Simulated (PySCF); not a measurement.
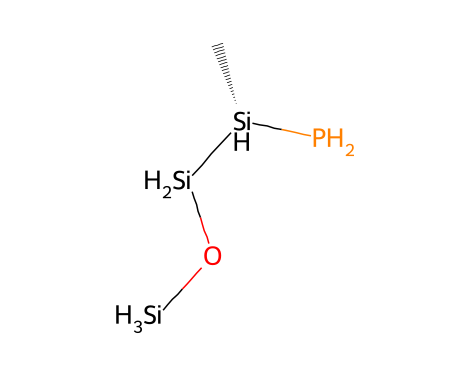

The geometry was computed by an optimisation with GFN2-xTB. No frequency run is at hand to confirm it as a minimum. Method: PBE0/pcSseg-1, gas phase (PySCF 2.14.0).

Predict the main results.

The species is CH₁₁OPSi₃ (`C[Si@H](P)[SiH2]O[SiH3]`).
- dipole moment: 1.10 D
- HOMO energy (Kohn–Sham orbital): −7.10 eV
- LUMO energy (Kohn–Sham orbital): −0.61 eV
- HOMO–LUMO gap: 6.49 eV

The geometry is semi-empirical. Around P, Si such bond lengths and angles can be off by a tenth of an ångström or more and by several degrees, and values that hang on the shape move with them.
